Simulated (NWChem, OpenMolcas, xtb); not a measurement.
## How methods differ on OF2 (oxygen difluoride)

OF2: 3 atoms, total charge 0, spin state singlet. SMILES: `FOF`. Geometry: relaxed at PBE0-D4/def2-TZVP.

```xyz
3

F     0.9533   -0.3400    0.4883
O     0.0005    0.5639    0.0620
F    -0.9538   -0.2240   -0.5503
```

Quantity: the dipole moment, in D. The values are calculated.

**What was measured.** NIST CCCBDB gives the dipole moment of the gas as 0.30 D.

```tsv
level	kind	program	value (D)	computed − measured
GFN0-xTB	semi-empirical	xtb	1.69	+1.39
HF/cc-pVTZ	Hartree–Fock	OpenMolcas	0.38	+0.08
SVWN5/cc-pVTZ	LDA	OpenMolcas	0.19	-0.11
BLYP/cc-pVTZ	GGA	OpenMolcas	0.22	-0.08
M06-L/cc-pVTZ	meta-GGA	NWChem	0.25	-0.05
TPSS/cc-pVTZ	meta-GGA	OpenMolcas	0.24	-0.06
M06-2X/cc-pVTZ	hybrid meta-GGA	OpenMolcas	0.29	-0.01
CAM-B3LYP/cc-pVTZ	range-separated hybrid	NWChem	0.27	-0.03
```

Nearest: M06-2X/cc-pVTZ (-0.01 D); farthest: GFN0-xTB (+1.39 D). The measured dipole is a vibrational average, so differences of a few hundredths of a debye mean little. Computed less measured by kind, in D (cc-pVTZ rows): semi-empirical +1.39; Hartree–Fock +0.08; LDA -0.11; GGA -0.08; meta-GGA -0.06 to -0.05; global hybrid -0.01; range-separated hybrid -0.03. Magnitudes only: a small dipole may point the other way at some levels.

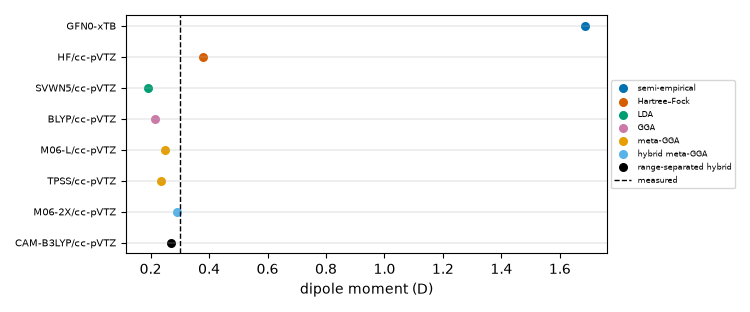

The values of the table, level by level.
